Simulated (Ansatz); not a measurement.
# C2H5N (aziridine) at CCSD(T)/def2-SVPD

Aim: the vertical singlet–triplet gap of C2H5N (aziridine) at CCSD(T)/def2-SVPD, from 2 runs. 

Program for the calculation: Ansatz 0.2.0.

48 further runs of the same task are left out: 48 set aside as unsound or not needed.

## (1) Starting point

C2H5N: 8 atoms, total charge 0, spin state singlet. SMILES: `C1CN1`. The coordinates come from a PBE0-D4/def2-TZVP relaxation.

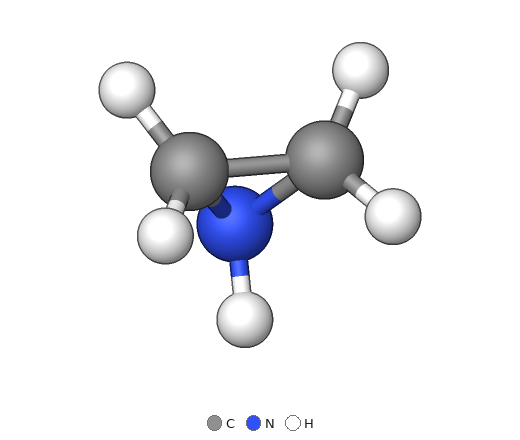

The structure, seen from a chosen angle (carbon grey, nitrogen blue, hydrogen white).

## (2) A single-point energy at CCSD(T)/def2-SVPD

run.yaml

```yaml
crystal:
  periodic: [false, false, false]
  atoms:
    - {symbol: C, position_ang: [-0.441950, 0.372860, -0.526630]}
    - {symbol: C, position_ang: [0.701820, 0.041300, 0.342680]}
    - {symbol: "N", position_ang: [-0.646410, -0.379240, 0.705850]}
    - {symbol: H, position_ang: [-0.523890, -0.146250, -1.476300]}
    - {symbol: H, position_ang: [-0.850360, 1.377350, -0.521460]}
    - {symbol: H, position_ang: [1.130680, 0.803020, 0.984310]}
    - {symbol: H, position_ang: [1.406100, -0.705720, -0.009460]}
    - {symbol: H, position_ang: [-0.775990, -1.363310, 0.501020]}
basis:
  gaussian:
    orbitals: def2-SVPD
correlation:
  method: ccsd_t
  frozen_orbitals: {C: 1, H: 0, "N": 1}
accuracy: high
scf:
  omitted_lower_state_checks: [cluster_reference, increment]
```

The run is started by

```sh
$ ansatz run run.yaml --threads 1 --pin off --max-ram 3480MiB --events-out events.jsonl --progress --plain --runs-dir runs
```

Log, shortened:

```text
Warning: RAYON_NUM_THREADS=1 ignored (pool sized by the plan → 1); use --threads N
Functional definition: HF
  name "HF"
[...]
2067 factors; integrals over basis functions are off by at most 3.2e-9 eV
[...]
mean field -3617.77459172 eV, -132.9507640299 hartree, gradient 1.8e-8 eV, S^2 0.000000; 0 other end points of the search recorded, 0 dependent functions left out
3 core orbitals not correlated: weight in the atoms' cores, before any rotation towards them, 1.000 or more for the frozen orbitals, at most 0.000 for the correlated occupied ones
reference -3617.77459172 eV, -132.9507640299 hartree; 9, 9 occupied and 88, 88 virtual orbitals, 2067 factors
second order -12.70805312 eV of doubles, -0.00000000 eV of singles
cycle   1  -13.15621319 eV  change   -4.5e-1 eV  update   7.3e-2
[...]
cycle  20  -13.55552966 eV  change   2.0e-10 eV  update   1.7e-9
perturbative correction -0.46975054 eV, -0.0172630138 hartree
Total energy: -3631.79987191 eV, -133.4661835703 hartree
Checks for a lower state left out: cluster_reference, increment
```

Run time: 18 s. Hardware: 1 thread of Arm Neoverse V2, shared host; peak memory 0.81 GiB.

## (3) The triplet, same level

molecule.yaml

```yaml
crystal:
  periodic: [false, false, false]
  atoms:
    - {symbol: C, position_ang: [-0.441950, 0.372860, -0.526630]}
    - {symbol: C, position_ang: [0.701820, 0.041300, 0.342680]}
    - {symbol: N, position_ang: [-0.646410, -0.379240, 0.705850]}
    - {symbol: H, position_ang: [-0.523890, -0.146250, -1.476300]}
    - {symbol: H, position_ang: [-0.850360, 1.377350, -0.521460]}
    - {symbol: H, position_ang: [1.130680, 0.803020, 0.984310]}
    - {symbol: H, position_ang: [1.406100, -0.705720, -0.009460]}
    - {symbol: H, position_ang: [-0.775990, -1.363310, 0.501020]}
basis:
  gaussian: {orbitals: def2-SVPD}
magnetization: {spin_polarized: true, initial_magnetization: 2}
correlation: {method: ccsd_t, frozen_orbitals: {C: 1, H: 0, "N": 1}}
accuracy: high
scf: {omitted_lower_state_checks: [cluster_reference, increment]}
```

The run is started by

```sh
$ ansatz run molecule.yaml --threads 1 --pin off --max-ram 3480MiB --events-out events.jsonl --progress --plain --runs-dir runs
```

Log, shortened:

```text
Warning: RAYON_NUM_THREADS=1 ignored (pool sized by the plan → 1); use --threads N
[... 2 set-up lines as earlier in the session ...]
[...]
2067 factors; integrals over basis functions are off by at most 3.2e-9 eV
[...]
mean field -3611.50611567 eV, -132.7204017841 hartree, gradient 1.6e-8 eV, S^2 2.012031; 6 other end points of the search recorded, 0 dependent functions left out
3 core orbitals not correlated: weight in the atoms' cores, before any rotation towards them, 1.000 or more for the frozen orbitals, at most 0.000 for the correlated occupied ones
reference -3611.50611567 eV, -132.7204017841 hartree; 10, 8 occupied and 87, 89 virtual orbitals, 2067 factors
second order -11.94161284 eV of doubles, -0.00000000 eV of singles
cycle   1  -12.52575386 eV  change   -5.8e-1 eV  update   9.2e-2
[...]
cycle  30  -13.02804315 eV  change   4.0e-10 eV  update   1.7e-9
perturbative correction -0.49317548 eV, -0.0181238644 hartree
Total energy: -3625.02733429 eV, -133.2172974034 hartree
Checks for a lower state left out: cluster_reference, increment
```

It took 74 s on 1 thread of Arm Neoverse V2, shared host; peak memory 1.6 GiB.

## (4) Summary of results

Level: CCSD(T)/def2-SVPD, 3 core orbitals frozen.

```
                                            quantity          value
                               singlet: total energy  -133.46618 Eh
singlet: correlation energy (3 core orbitals frozen)     -515.4 mEh
                             singlet: (T) correction     -17.26 mEh
                              singlet: T1 diagnostic          0.009
                               triplet: total energy  -133.21730 Eh
triplet: correlation energy (3 core orbitals frozen)     -496.9 mEh
                             triplet: (T) correction     -18.12 mEh
          triplet: ⟨S²⟩ of the reference determinant          2.012
                              triplet: T1 diagnostic          0.029
    vertical energy of the triplet above the singlet       6.773 eV
```

What this shows: At this shape the triplet lies 6.77 eV (653 kJ/mol) above the singlet. The triples (singlet) make up 3.3 % of the correlation energy. The triples (triplet) make up 3.6 % of the correlation energy.
